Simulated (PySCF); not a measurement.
C₇H₈OS, SMILES C=Cc1ccc(OC)s1 at its GFN2-xTB optimised geometry (Å):

```
17

C     -2.3025    -2.7698     0.0000
C     -0.9734    -2.8264     0.0004
C     -0.0942    -1.6924     0.0000
C      1.2735    -1.6924     0.0000
C      1.8515    -0.4100     0.0000
C      0.9151     0.5834     0.0001
O      1.1842     1.8999     0.0003
C      0.0823     2.7761     0.0015
S     -0.7028    -0.0534     0.0001
H     -2.9074    -3.6588     0.0005
H     -2.8232    -1.8262    -0.0008
H     -0.4656    -3.7829     0.0013
H      1.8534    -2.5984     0.0001
H      2.9074    -0.2153     0.0001
H     -0.5383     2.6268     0.8913
H     -0.5374     2.6299    -0.8894
H      0.4946     3.7829     0.0034
```

Computed with B3LYP/def2-SVP (PySCF 2.14.0).

Map of the log10 of the electron density (e/bohr³), floored at −4 on the plane z = 0.8 Å:

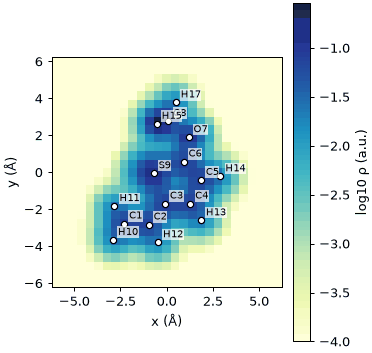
Log10 of the electron density (e/bohr³), floored at −4 on the plane z = 0.8 Å.
